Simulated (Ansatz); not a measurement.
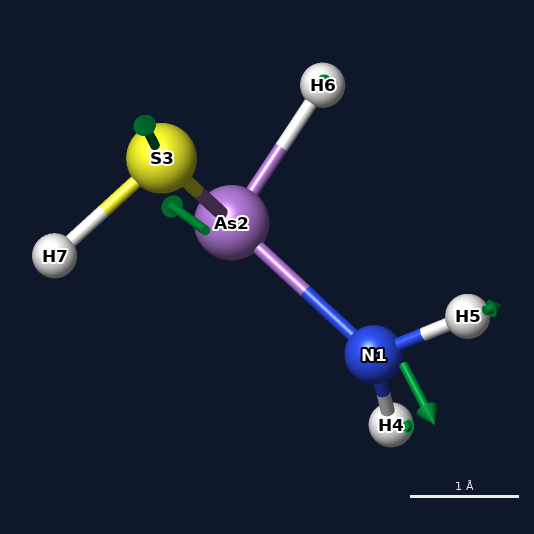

Arrows show the forces on the atoms, 5 Å of arrow for 1 eV/Å; forces under a tenth of the largest aren't drawn. Level of theory: r2SCAN-D4/def2-TZVPP (Ansatz 0.2.0).

### On which atom is the force largest, and how large is it?

On As2: 0.20 eV/Å.

List the force components in the frame of the picture (x right, y up, z towards the viewer), in eV/Å.

| atom | Fx | Fy | Fz |
| --- | --- | --- | --- |
| N1 | 0.06 | −0.11 | 0.07 |
| As2 | −0.08 | 0.06 | −0.17 |
| S3 | −0.03 | 0.05 | 0.12 |
| H4 | 0.02 | 0.00 | −0.02 |
| H5 | 0.03 | 0.01 | −0.02 |
| H6 | 0.00 | 0.00 | 0.02 |
| H7 | −0.01 | −0.01 | 0.00 |
